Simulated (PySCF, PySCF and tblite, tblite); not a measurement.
# C₆H₆BF₂N: conformers and averaged spectra

Aim: find the conformers of C₆H₆BF₂N (`Nc1ccc(B(F)F)cc1`), weigh them, and average their properties.

Computed with tblite 0.8.0 (tight binding) and PySCF 2.14.0 (DFT, with response routines of our own); each step states its level. Atoms count from 0 throughout.

## Step 1: The molecule as given

16 atoms, charge 0, multiplicity 1; geometry from: UFF geometry.

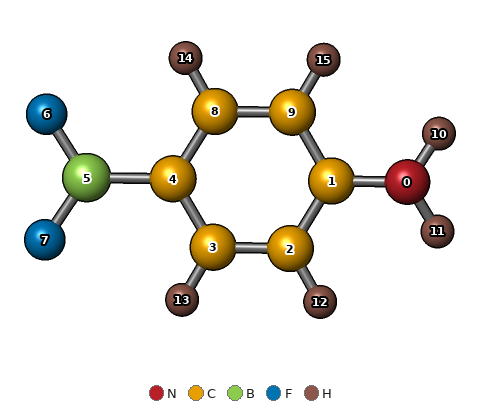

The starting geometry (nitrogen red, carbon amber, boron green, fluorine blue, hydrogen brown), atoms numbered.

## Step 2: GFN2-xTB relaxation, conformer 1

What the job is given:

```
{"job": {"xc": "GFN2-xTB", "basis": "xTB", "kind": "relax"}, "charge": 0, "multiplicity": 1}
N     -2.822100    -0.047700     0.161700
C     -1.461800    -0.052400     0.114700
C     -0.780600    -0.916000    -0.752200
C      0.588700    -0.866200    -0.852000
C      1.348400     0.042000    -0.098700
B      2.882300     0.087400    -0.208500
F      3.638500     0.929600     0.483700
F      3.580700    -0.713000    -1.003400
C      0.651400     0.906700     0.759300
C     -0.717700     0.865200     0.866700
H     -3.285200     0.373300     1.001400
H     -3.329500    -0.905800    -0.159000
H     -1.346600    -1.625100    -1.339500
H      1.101500    -1.541900    -1.520500
H      1.213300     1.615600     1.349300
H     -1.234500     1.538400     1.535800
```

On the command line:

```
$ OMP_NUM_THREADS=1 python ens_run.py task.json out
```

The driver reads the study from task.json and runs its stages one after another.

What it wrote:

```text
step      E/eV     max force
  0    -805.83320    2.103
  1    -805.89086    0.776
  2    -805.89812    0.218
  3    -805.89955    0.104
  4    -805.90038    0.081
  5    -805.90134    0.077
  6    -805.90195    0.057
  7    -805.90229    0.037
  8    -805.90246    0.037
  9    -805.90258    0.028
 10    -805.90268    0.024
 11    -805.90276    0.020
 12    -805.90281    0.022
 13    -805.90286    0.020
 14    -805.90290    0.014
 15    -805.90294    0.018
 16    -805.90298    0.016
 17    -805.90301    0.011
 18    -805.90305    0.012
 19    -805.90308    0.011
 20    -805.90309    0.008
 21    -805.90310    0.009
 22    -805.90312    0.009
 23    -805.90313    0.013
 24    -805.90315    0.010
 25    -805.90315    0.006
 26    -805.90316    0.006
 27    -805.90317    0.008
 28    -805.90318    0.009
 29    -805.90318    0.007
 30    -805.90319    0.006
 31    -805.90320    0.008
 32    -805.90321    0.009
 33    -805.90322    0.009
 34    -805.90323    0.007
 35    -805.90323    0.005
 36    -805.90324    0.007
 37    -805.90325    0.009
 38    -805.90325    0.009
 39    -805.90327    0.011
 40    -805.90328    0.010
 41    -805.90329    0.007
 42    -805.90329    0.005
 43    -805.90329    0.003
```

Run time: 0.39 s. Hardware: 1 thread of Arm Neoverse N1, shared host.

Gain 0.070 eV; displacement 0.02 Å root mean square.

## Step 3: Shieldings, conformer 1: B97-2/pcSseg-1 in chloroform

What the job is given:

```
{"job": {"xc": "B97-2", "basis": "pcSseg-1", "solvent": "chloroform", "kind": "nmr", "pop": true}, "charge": 0, "multiplicity": 1}
N     -2.827655    -0.072738     0.189941
C     -1.462602    -0.061047     0.124037
C     -0.781932    -0.925608    -0.740976
C      0.587293    -0.871588    -0.846180
C      1.345753     0.040646    -0.097193
B      2.879703     0.094393    -0.215937
F      3.634682     0.939155     0.473521
F      3.576850    -0.700519    -1.016600
C      0.649968     0.901692     0.764724
C     -0.718991     0.855169     0.876770
H     -3.270544     0.399934     0.958799
H     -3.315130    -0.865194    -0.190959
H     -1.347021    -1.637216    -1.325974
H      1.099964    -1.545811    -1.516103
H      1.211606     1.612304     1.352767
H     -1.235162     1.526554     1.548145
```

What it wrote:

```text
coarse grid: 14560 points
cycle   1  E = -511.3274541397  dE =  1.659e+00  |g| = 7.365e-01  |ddm| = 4.042e+00
cycle   2  E = -511.2797794443  dE =  4.767e-02  |g| = 9.630e-01  |ddm| = 1.076e+00
cycle   3  E = -511.4241970992  dE = -1.444e-01  |g| = 6.739e-02  |ddm| = 5.504e-01
cycle   4  E = -511.4250439451  dE = -8.468e-04  |g| = 2.807e-02  |ddm| = 7.610e-02
cycle   5  E = -511.4252105405  dE = -1.666e-04  |g| = 5.605e-03  |ddm| = 2.625e-02
cycle   6  E = -511.4252161519  dE = -5.611e-06  |g| = 2.594e-03  |ddm| = 6.047e-03
final grid: 144888 points
cycle   7  E = -511.4714980646  dE = -9.171e-05  |g| = 1.431e-02  |ddm| = 5.496e-02
cycle   8  E = -511.4714692438  dE =  2.882e-05  |g| = 1.925e-02  |ddm| = 2.012e-02
cycle   9  E = -511.4715275242  dE = -5.828e-05  |g| = 1.296e-03  |ddm| = 1.263e-02
cycle  10  E = -511.4715279261  dE = -4.020e-07  |g| = 4.536e-04  |ddm| = 1.495e-03
cycle  11  E = -511.4715279739  dE = -4.773e-08  |g| = 1.067e-04  |ddm| = 4.825e-04
cycle  12  E = -511.4715279767  dE = -2.813e-09  |g| = 2.784e-05  |ddm| = 1.281e-04
cycle  13  E = -511.4715279769  dE = -1.743e-10  |g| = 5.278e-06  |ddm| = 2.191e-05
converged SCF energy = -511.4715279769

GIAO shielding tensors (ppm)
atom      isotropic    diamagn.    paramagn.     s11        s22        s33       span
  0 N      180.005     315.975    -135.970    136.273    167.091    236.652    100.379
  1 C       31.429     254.613    -223.184    -53.918     -5.239    153.443    207.362
  2 C       72.513     253.711    -181.198    -12.293     64.907    164.926    177.219
  3 C       43.899     252.610    -208.711    -70.873     27.479    175.092    245.965
  4 C       75.375     256.360    -180.985     -5.156     41.402    189.878    195.033
  5 B       77.896     196.964    -119.069     62.746     78.380     92.560     29.814
  6 F      280.141     468.193    -188.052    135.161    321.873    383.388    248.227
  7 F      280.145     468.193    -188.048    135.166    321.876    383.393    248.227
  8 C       43.889     252.607    -208.719    -70.886     27.466    175.086    245.972
  9 C       72.513     253.710    -181.197    -12.295     64.896    164.937    177.231
 10 H       27.426      30.382      -2.956     20.836     26.132     35.312     14.476
 11 H       27.428      30.384      -2.956     20.837     26.135     35.312     14.475
 12 H       24.945      32.254      -7.309     21.057     25.231     28.548      7.491
 13 H       23.818      31.715      -7.897     20.198     23.033     28.222      8.023
 14 H       23.817      31.716      -7.899     20.198     23.032     28.222      8.025
 15 H       24.945      32.253      -7.308     21.056     25.231     28.547      7.491
```

Wall time 54 s (1 thread of Arm Neoverse N1, shared host); peak memory 0.96 GiB.

This run: HOMO -6.02 eV, LUMO -0.88 eV; dipole 6.13 D.

## Step 4: Single-point energy, conformer 1: B3LYP/def2-SVP in chloroform

Changed since step 3:

```diff
@@ -1,2 +1,2 @@
-{"job": {"xc": "B97-2", "basis": "pcSseg-1", "solvent": "chloroform", "kind": "nmr", "pop": true}, "charge": 0, "multiplicity": 1}
+{"job": {"xc": "B3LYP", "basis": "def2-SVP", "solvent": "chloroform", "kind": "sp"}, "charge": 0, "multiplicity": 1}
 N     -2.827655    -0.072738     0.189941
```

What it wrote:

```text
coarse grid: 14560 points
cycle   1  E = -511.1327745926  dE =  1.574e+00  |g| = 7.487e-01  |ddm| = 5.578e+00
cycle   2  E = -511.0684455629  dE =  6.433e-02  |g| = 1.001e+00  |ddm| = 1.578e+00
cycle   3  E = -511.2401087203  dE = -1.717e-01  |g| = 7.655e-02  |ddm| = 8.440e-01
cycle   4  E = -511.2412840132  dE = -1.175e-03  |g| = 2.905e-02  |ddm| = 1.043e-01
cycle   5  E = -511.2414688700  dE = -1.849e-04  |g| = 7.153e-03  |ddm| = 3.635e-02
cycle   6  E = -511.2414782914  dE = -9.421e-06  |g| = 3.509e-03  |ddm| = 1.056e-02
cycle   7  E = -511.2414818043  dE = -3.513e-06  |g| = 5.509e-04  |ddm| = 4.675e-03
final grid: 144888 points
cycle   8  E = -511.3179769375  dE = -6.302e-05  |g| = 5.822e-03  |ddm| = 3.899e-02
cycle   9  E = -511.3179735560  dE =  3.382e-06  |g| = 7.021e-03  |ddm| = 1.352e-02
cycle  10  E = -511.3179854849  dE = -1.193e-05  |g| = 9.068e-04  |ddm| = 7.451e-03
cycle  11  E = -511.3179856932  dE = -2.082e-07  |g| = 2.781e-04  |ddm| = 1.303e-03
cycle  12  E = -511.3179857129  dE = -1.972e-08  |g| = 6.786e-05  |ddm| = 3.400e-04
cycle  13  E = -511.3179857138  dE = -9.074e-10  |g| = 2.863e-05  |ddm| = 8.372e-05
converged SCF energy = -511.3179857138
```

It took 19 s on 1 thread of Arm Neoverse N1, shared host; peak memory 0.65 GiB.

In short: HOMO -5.85 eV, LUMO -0.83 eV; dipole 6.10 D.

## Step 5: Averages: properties at B97-2/pcSseg-1 in chloroform

What the job is given:

```
{"job": {"study": "conf", "smiles": "Nc1ccc(B(F)F)cc1", "search": {"seed": 2995, "n_embed": 90, "ff_keep": 18, "window": 1.5, "nmax": 6, "temps": [150, 220, 298.15, 500, 600], "t_ref": 298.15, "order": 0.002, "w0": 100.0}, "level": {"nmr": {"xc": "B97-2", "basis": "pcSseg-1", "solvent": "chloroform"}, "sp": {"xc": "B3LYP", "basis": "def2-SVP", "solvent": "chloroform"}}, "kind": "conf"}, "charge": 0, "multiplicity": 1}
N     -2.827655    -0.072738     0.189941
C     -1.462602    -0.061047     0.124037
C     -0.781932    -0.925608    -0.740976
C      0.587293    -0.871588    -0.846180
C      1.345753     0.040646    -0.097193
B      2.879703     0.094393    -0.215937
F      3.634682     0.939155     0.473521
F      3.576850    -0.700519    -1.016600
C      0.649968     0.901692     0.764724
C     -0.718991     0.855169     0.876770
H     -3.270544     0.399934     0.958799
H     -3.315130    -0.865194    -0.190959
H     -1.347021    -1.637216    -1.325974
H      1.099964    -1.545811    -1.516103
H      1.211606     1.612304     1.352767
H     -1.235162     1.526554     1.548145
```

What it wrote:

```text
conformer  sym    E(xTB)   E(DFT)   G(298.15 K)  weight  dipole/D
    1     Cs      0.000    0.000    0.000   1.0000    6.103

mean shielding (ppm) by class
class atoms           150 K      220 K   298.15 K      500 K      600 K
  0 N  0            180.005    180.005    180.005    180.005    180.005
  1 C  1             31.429     31.429     31.429     31.429     31.429
  2 C  2,9           72.513     72.513     72.513     72.513     72.513
  3 C  3,8           43.894     43.894     43.894     43.894     43.894
  4 C  4             75.375     75.375     75.375     75.375     75.375
  5 B  5             77.895     77.895     77.895     77.895     77.895
  6 F  6,7          280.143    280.143    280.143    280.143    280.143
  7 H  10,11         27.427     27.427     27.427     27.427     27.427
  8 H  12,15         24.945     24.945     24.945     24.945     24.945
  9 H  13,14         23.817     23.817     23.817     23.817     23.817
```

Run time: 76 s. Hardware: 1 thread of Arm Neoverse N1, shared host. This counts the runs that the step sums up.

The search (ETKDG and KDG, UFF, GFN2-xTB) embedded 90 structures, kept 1 distinct ones after the force field and 1 after xTB; 1 was carried on (window 1.5 kcal/mol at the search's own energies). Energies: B3LYP/def2-SVP in chloroform with D3(BJ).

The conformers at 298 K:

| no. | group | mirror pair | ΔE xTB | ΔE DFT | ΔG | weight (%) | μ (D) | H10–N0–C1–C2 (°) | C3–C4–B5–F6 (°) | A, B, C (GHz) |
| --- | --- | --- | --- | --- | --- | --- | --- | --- | --- | --- |
| 1 | Cs | no | 0.00 | 0.00 | 0.00 | 100.0 | 6.10 | 166 | -180 | 3.72, 0.72, 0.60 |

Energies in kcal/mol. ΔG holds xTB vibrations and rotation, symmetry numbers and mirror pairs.

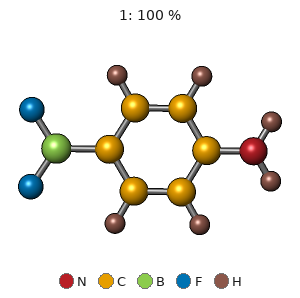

The one conformer.

Shifts against references run at the same level (¹³C TMS 186.8, ¹H TMS 31.80 ppm of shielding), by class of atoms, at 298 K:

| atoms | environment | average |
| --- | --- | --- |
| C1 | aromatic carbon bearing nitrogen | 155.4 |
| C3, C8 | aromatic CH | 142.9 |
| C2, C9 | aromatic CH | 114.3 |
| C4 | substituted aromatic carbon | 111.5 |
| H13, H14 | hydrogen on an aromatic CH | 7.99 |
| H12, H15 | hydrogen on an aromatic CH | 6.86 |
| H10, H11 | hydrogen on an aniline-type nitrogen | 4.38 |
| N0 | aniline-type nitrogen | 180.0 (σ) |
| B5 | boron bonded to C, 2 F | 77.9 (σ) |
| F6, F7 | fluorine bonded to B | 280.1 (σ) |

Effective distances for nuclear Overhauser effects, ⟨r⁻⁶⟩^(−1/6) over all pairs of two classes (Å): H10···H12 2.66; H12···H13 2.75.

## Step 6: Shieldings, conformer 1: OLYP/pcSseg-1 in tetrahydrofuran

Changed since step 4:

```diff
@@ -1,2 +1,2 @@
-{"job": {"xc": "B3LYP", "basis": "def2-SVP", "solvent": "chloroform", "kind": "sp"}, "charge": 0, "multiplicity": 1}
+{"job": {"xc": "OLYP", "basis": "pcSseg-1", "solvent": "tetrahydrofuran", "grid": 1, "kind": "nmr", "pop": false}, "charge": 0, "multiplicity": 1}
 N     -2.827655    -0.072738     0.189941
```

What it wrote:

```text
final grid: 66816 points
cycle   1  E = -511.3425593124  dE =  1.407e+00  |g| = 8.209e-01  |ddm| = 4.128e+00
cycle   2  E = -511.1817181015  dE =  1.608e-01  |g| = 1.285e+00  |ddm| = 1.557e+00
cycle   3  E = -511.4725424496  dE = -2.908e-01  |g| = 1.169e-01  |ddm| = 9.321e-01
cycle   4  E = -511.4753239075  dE = -2.781e-03  |g| = 3.690e-02  |ddm| = 1.284e-01
cycle   5  E = -511.4755957619  dE = -2.719e-04  |g| = 1.026e-02  |ddm| = 4.068e-02
cycle   6  E = -511.4756129549  dE = -1.719e-05  |g| = 6.271e-03  |ddm| = 1.593e-02
cycle   7  E = -511.4756236021  dE = -1.065e-05  |g| = 1.516e-03  |ddm| = 7.192e-03
cycle   8  E = -511.4756240979  dE = -4.958e-07  |g| = 4.712e-04  |ddm| = 1.636e-03
cycle   9  E = -511.4756241488  dE = -5.087e-08  |g| = 1.488e-04  |ddm| = 5.525e-04
cycle  10  E = -511.4756241547  dE = -5.857e-09  |g| = 2.848e-05  |ddm| = 1.699e-04
cycle  11  E = -511.4756241546  dE =  4.684e-11  |g| = 3.178e-05  |ddm| = 4.261e-05
cycle  12  E = -511.4756241548  dE = -2.362e-10  |g| = 2.682e-06  |ddm| = 2.420e-05
converged SCF energy = -511.4756241548

GIAO shielding tensors (ppm)
atom      isotropic    diamagn.    paramagn.     s11        s22        s33       span
  0 N      173.290     313.268    -139.977    128.519    160.855    230.498    101.979
  1 C       34.668     254.643    -219.975    -43.067     -2.421    149.491    192.558
  2 C       72.228     251.727    -179.499     -9.023     65.689    160.017    169.040
  3 C       46.783     250.566    -203.782    -62.082     32.911    169.520    231.602
  4 C       75.043     255.410    -180.367     -1.217     40.415    185.931    187.148
  5 B       75.667     197.915    -122.249     62.890     76.063     88.048     25.158
  6 F      266.352     468.624    -202.272    119.302    306.299    373.455    254.152
  7 F      266.376     468.636    -202.260    119.352    306.332    373.445    254.093
  8 C       46.760     250.538    -203.778    -62.098     32.865    169.512    231.609
  9 C       72.234     251.748    -179.514     -9.025     65.699    160.029    169.054
 10 H       27.292      30.367      -3.074     21.118     26.032     34.727     13.609
 11 H       27.294      30.366      -3.072     21.120     26.035     34.728     13.608
 12 H       24.973      32.593      -7.620     21.417     24.990     28.513      7.096
 13 H       23.929      32.212      -8.283     20.518     23.006     28.262      7.744
 14 H       23.928      32.213      -8.285     20.517     23.005     28.263      7.746
 15 H       24.972      32.594      -7.622     21.416     24.989     28.512      7.095
```

It took 28 s on 1 thread of Arm Neoverse N1, shared host; peak memory 0.94 GiB.

In short: HOMO -5.01 eV, LUMO -1.41 eV; dipole 6.39 D.

## Step 7: Boltzmann average: properties at OLYP/pcSseg-1 in tetrahydrofuran

What the job is given:

```
{"job": {"study": "conf", "smiles": "Nc1ccc(B(F)F)cc1", "search": {"seed": 2995, "n_embed": 90, "ff_keep": 18, "window": 1.5, "nmax": 6, "temps": [150, 220, 298.15, 500, 600], "t_ref": 298.15, "order": 0.002, "w0": 100.0}, "level": {"nmr": {"xc": "OLYP", "basis": "pcSseg-1", "solvent": "tetrahydrofuran", "grid": 1}, "change": "OLYP/pcSseg-1; solvent tetrahydrofuran; grid level 1", "top": 4}, "kind": "conf"}, "charge": 0, "multiplicity": 1}
N     -2.827655    -0.072738     0.189941
C     -1.462602    -0.061047     0.124037
C     -0.781932    -0.925608    -0.740976
C      0.587293    -0.871588    -0.846180
C      1.345753     0.040646    -0.097193
B      2.879703     0.094393    -0.215937
F      3.634682     0.939155     0.473521
F      3.576850    -0.700519    -1.016600
C      0.649968     0.901692     0.764724
C     -0.718991     0.855169     0.876770
H     -3.270544     0.399934     0.958799
H     -3.315130    -0.865194    -0.190959
H     -1.347021    -1.637216    -1.325974
H      1.099964    -1.545811    -1.516103
H      1.211606     1.612304     1.352767
H     -1.235162     1.526554     1.548145
```

What it wrote:

```text
conformer  sym    E(xTB)   E(DFT)   G(298.15 K)  weight  dipole/D
    1     Cs      0.000    0.000    0.000   1.0000    6.394

mean shielding (ppm) by class
class atoms           150 K      220 K   298.15 K      500 K      600 K
  0 N  0            173.291    173.291    173.291    173.291    173.291
  1 C  1             34.668     34.668     34.668     34.668     34.668
  2 C  2,9           72.231     72.231     72.231     72.231     72.231
  3 C  3,8           46.772     46.772     46.772     46.772     46.772
  4 C  4             75.043     75.043     75.043     75.043     75.043
  5 B  5             75.667     75.667     75.667     75.667     75.667
  6 F  6,7          266.364    266.364    266.364    266.364    266.364
  7 H  10,11         27.293     27.293     27.293     27.293     27.293
  8 H  12,15         24.973     24.973     24.973     24.973     24.973
  9 H  13,14         23.928     23.928     23.928     23.928     23.928
```

It took 28 s on 1 thread of Arm Neoverse N1, shared host. This counts the runs that the step sums up.

Against the first level, at 298 K (shieldings, ppm; largest changes first):

| atoms | B97-2/pcSseg-1 in chloroform | OLYP/pcSseg-1 in tetrahydrofuran | change |
| --- | --- | --- | --- |
| F6, F7 | 280.1 | 266.4 | -13.8 |
| N0 | 180.0 | 173.3 | -6.7 |
| C1 | 31.4 | 34.7 | +3.2 |
| C3, C8 | 43.9 | 46.8 | +2.9 |
| B5 | 77.9 | 75.7 | -2.2 |
| C4 | 75.4 | 75.0 | -0.3 |
| C2, C9 | 72.5 | 72.2 | -0.3 |
| H10, H11 | 27.43 | 27.29 | -0.13 |
| H13, H14 | 23.82 | 23.93 | +0.11 |
| H12, H15 | 24.95 | 24.97 | +0.03 |

Weights: from B3LYP/def2-SVP in chloroform energies 1: 100 %; from OLYP/pcSseg-1 in tetrahydrofuran energies 1: 100 % (with a dispersion term where the level has one and the same thermal terms, so they don't follow from the SCF energies alone). Times: 76 s and 28 s.

## Step 8: Summary of results

| quantity | value |
| --- | --- |
| conformers | 1; the first in weight is no. 1 (Cs), 100 % at 298 K |
| root-mean-square dipole | 6.10 D |
| averaged ¹³C shifts (B97-2/pcSseg-1 in chloroform) | 155.4, 142.9, 114.3, 111.5 ppm |
| averaged ¹H shifts (B97-2/pcSseg-1 in chloroform) | 7.99, 6.86, 4.38 ppm |

What this shows: The search found one conformer in the window, so the averages are its own values. Protons on O, N, S or Se exchange and bind to solvent, so their values hold for the lone molecule only. Going from B97-2/pcSseg-1 in chloroform to OLYP/pcSseg-1 in tetrahydrofuran moves F6 most, by 13.8 ppm of raw shielding.
